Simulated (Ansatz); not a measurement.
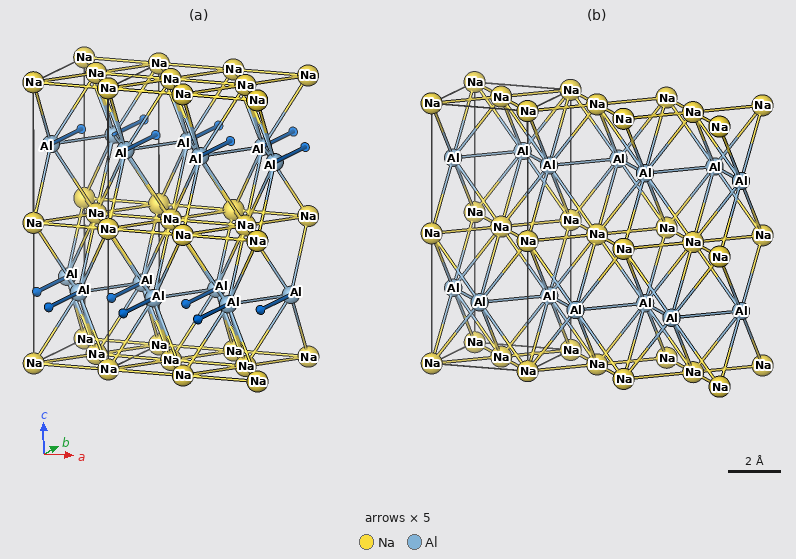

The structure of a crystal of NaAl (a generated structure, set up in C2/m) before (left) and after (right) a relaxation, at one scale. The blue arrows give the displacements (the part carried along by the change of the cell is left out), magnified 5 times.

The picture is a ball-and-stick view of the conventional cell (2 times the calculation's cell), repeated 3 × 1 × 1 with one cell outlined, seen slightly off an axis. Lengths and directions refer to the drawn axes.

The calculation used DFT PBE, scalar-relativistic, plane waves, PAW (Ansatz 0.2.0). (plane-wave cutoff 420 eV; k-point mesh 18 × 18 × 4; occupations gaussian; smearing width 0.1 eV; no spin polarisation; cell and atoms relaxed; force threshold 0.01 eV/Å; at most 80 steps)

> Summarise the run.

The run was cut off at its time limit before the program reported convergence, but its last step already meets the force threshold: the largest component is 0.00047 eV/Å against 0.01 eV/Å. The pressure is within 0.01 GPa of its target. The largest moves relative to the cell, 0.69 Å, are those of Al atoms. Na stays in place. The drawn cell changes as follows: a 3.100 → 3.987 Å (+28.6 %), b 5.198 → 4.397 Å (−15.4 %), c 11.049 → 10.219 Å (−7.5 %), α 90.2° → 90.0°; the volume changes by +0.6 %. Among the contacts that change: Al–Na 4.397 → 3.371 Å, Na–Na 3.100 → 3.987 Å, Al–Na 3.283 → 3.371 Å, Na–Na 3.026 → 2.968 Å. Bond angles that change, for instance: Na–Al–Na 151.2° → 180.0°, Na–Al–Na 147.6° → 126.7°, Na–Al–Na 56.5° → 75.9°. The space group (tolerance 0.01 Å) goes from C2/m (No. 12) to Cmmm (No. 65). Over 16 accepted moves (20 points after the start) the energy falls by 0.163 eV per cell of the calculation. Largest force component: 0.0055 eV/Å at the start, 0.00047 eV/Å at the end. Pressure: 0.21 GPa at the start and 0.00 GPa at the end. The line search rejected the trial steps at points 9, 11, 18 of the run. The SCF was repeated once at an unchanged geometry on a basis and grid sized afresh for the cell, which shifted the energy by 29.4 meV per cell of the calculation at most.
